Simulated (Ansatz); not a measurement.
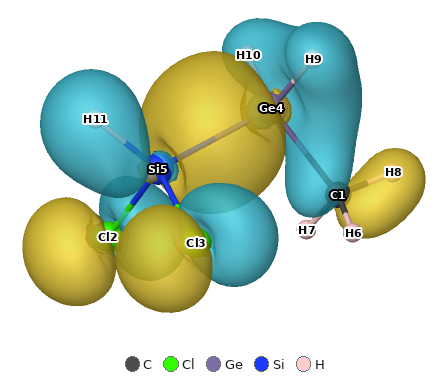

*CH6Cl2GeSi (SMILES [CH3][GeH2][SiH](Cl)Cl). One frontier orbital at ±0.08 Å⁻³ᐟ² (yellow and cyan are the two phases), seen at a tilt.*

Geometry: B3LYP-D3(BJ)/def2-SVP.

Method: isolated molecule in a Gaussian basis; Kohn-Sham density functional theory, functional PBE0 (Ansatz 0.2.0).

Input

```
crystal:
  periodic: [false, false, false]
  atoms:
    - {symbol: C, position_ang: [-0.059619, -2.907492, 0.154795]}
    - {symbol: Cl, position_ang: [1.760668, 0.637264, 0.492822]}
    - {symbol: Cl, position_ang: [-0.291959, 0.317487, -2.185689]}
    - {symbol: Ge, position_ang: [-1.165142, -1.430474, 0.836185]}
    - {symbol: Si, position_ang: [-0.233158, 0.546955, -0.113257]}
    - {symbol: H, position_ang: [-0.101666, -2.915671, -0.943875]}
    - {symbol: H, position_ang: [0.983638, -2.754219, 0.466322]}
    - {symbol: H, position_ang: [-0.415261, -3.874268, 0.539223]}
    - {symbol: H, position_ang: [-2.637155, -1.582402, 0.394775]}
    - {symbol: H, position_ang: [-1.107306, -1.351658, 2.377319]}
    - {symbol: H, position_ang: [-0.853657, 1.858120, 0.205566]}
basis:
  gaussian:
    orbitals: def2-SVPD
hamiltonian:
  xc: {name: PBE0}
output: {forces: true, orbitals: {seedname: orbitals}}
```

Launched as:

```sh
ansatz run input.yaml --threads 2 --pin off --max-ram 4350MiB --events-out events.jsonl --progress --plain --runs-dir runs
```

> Which orbital is it: HOMO or LUMO?

The HOMO, at −8.09 eV. Its weight (Hirshfeld) is mainly on Ge4 (about 25 %), Si5 (about 25 %), Cl3 (about 15 %), Cl2 (about 15 %) and H11 (about 5 %).
